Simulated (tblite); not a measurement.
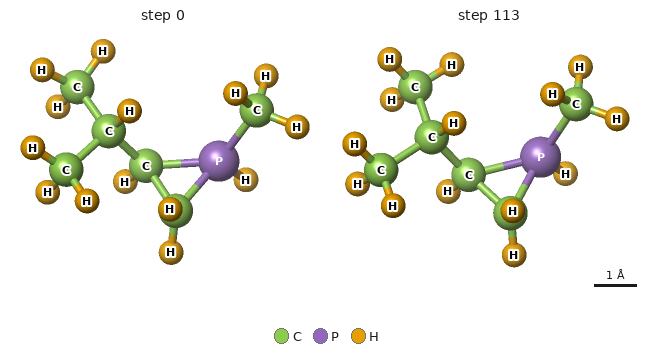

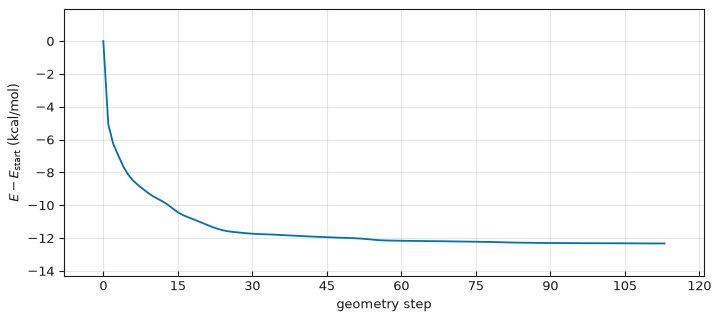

First and last geometry of a relaxation of C6H14P (charge +1), with the history of the run. A ball-and-stick model, seen face on.

Level of theory: GFN2-xTB geometry optimisation, gas phase (tblite 0.8.0). 

### What do the curves and the structures tell?

It converged. The atom that moves furthest after the best rigid fit is an H atom (0.64 Å). Largest moves by element: H 0.64 Å, C 0.29 Å, P 0.18 Å. Near-neighbour distances that change, for instance: C–H 1.136 → 1.086 Å, C–P 1.766 → 1.813 Å, H–P 1.409 → 1.373 Å, C–H 1.106 → 1.084 Å. Bond angles that change, for instance: C–C–C 113.7° → 121.0°, P–C–H 115.4° → 109.1°, H–C–H 114.2° → 108.4°. Groups turn about C–C by about 20°. After 113 geometry steps the energy has fallen by 12.3 kcal/mol.

```
step  E − E(0), kcal/mol
   0                0.00
   1               -5.07
   2               -6.26
   3               -6.95
   4               -7.62
   5               -8.13
   6               -8.50
   7               -8.76
   8               -9.01
   9               -9.24
  10               -9.45
  15              -10.42
  21              -11.21
  26              -11.62
  32              -11.76
  37              -11.83
  43              -11.92
  48              -11.98
  53              -12.06
  59              -12.15
  64              -12.18
  70              -12.20
  75              -12.22
  80              -12.25
  86              -12.28
  91              -12.30
  97              -12.31
 102              -12.31
 108              -12.32
 113              -12.32
```
